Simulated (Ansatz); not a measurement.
CdTe (zinc blende)

Space group F-43m (No. 216); a = 6.558 Å, b = 6.558 Å, c = 6.558 Å, α = 90.00°, β = 90.00°, γ = 90.00°

```json
[
 {"atom": "Te", "site": "4c", "symmetry": "-43m", "x": "0.2500", "y": "0.2500", "z": "0.2500"},
 {"atom": "Cd", "site": "4a", "symmetry": "-43m", "x": "0.0000", "y": "0.0000", "z": "0.0000"}
]
```
(The calculation used a cell of 2 atoms; values per cell refer to that cell.)

E(V) scan at fixed shape, V₀ the volume above. Symmetry pins the atoms to their sites.

All values below come from r2SCAN (plane waves to 500 eV, PAW, scalar-relativistic; Ansatz, a program for electronic structure). k mesh 9×9×9 (Γ-centred), Fermi-Dirac smearing 0.05 eV. Energies are smeared free energies. CdTe was relaxed with its symmetry unable to fall. Spin-orbit coupling is left out, though Te is heavy. The PAW data are Ansatz's earlier set. ΔE is measured from the relaxed starting cell.

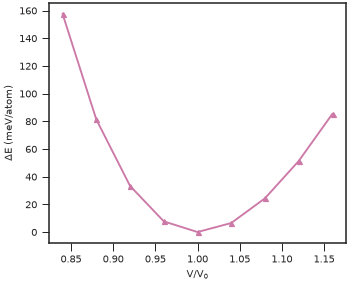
ΔE (meV/atom) against V/V₀; computed points joined by lines.

Problem. What is ΔE at V/V₀ = 0.840?

Solution. About 160 meV/atom.

Problem. What is ΔE at V/V₀ = 1.160?

Solution. About 86 meV/atom.

Problem. What bulk modulus B₀ follows from a third-order Birch-Murnaghan fit?

Solution. About 40 GPa.

(A scan under strain: stresses follow from slopes of the energy per volume, elastic moduli from its curvatures.)
